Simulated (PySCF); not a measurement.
Vertical excitations of a molecule C2H3Cl2FSi from TDA-PBE/def2-SVPD run with PySCF 2.14.0, as energy in eV (oscillator strength): 5.80 (0.014), 6.04 (0.012), 6.08 (0.048), 6.47 (0.001), 6.82 (0.000), 7.01 (0.001), 7.11 (0.006), 7.46 (0.092), 7.47 (0.031), 7.52 (0.300). Lowest triplet (TDA): 4.29 eV. Coordinates come from a PBE0-D3(BJ)/def2-SVP optimisation. The values are those of a single conformer.

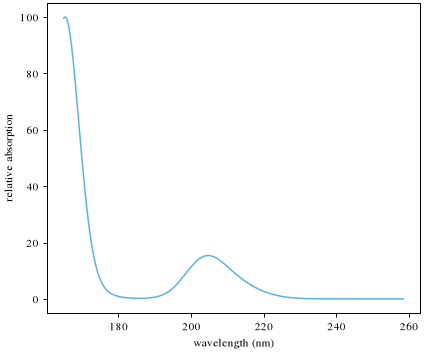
Figure. The lines broadened by 0.4 eV.

Problem. Identify the compound among the candidates.
A) C=C[Si](F)(Cl)Cl
B) F/C(Cl)=C(\[SiH3])Cl
C) F/C(=C/Cl)[SiH2]Cl
D) F/C(Cl)=C\[SiH2]Cl

Solution. A, C=C[Si](F)(Cl)Cl
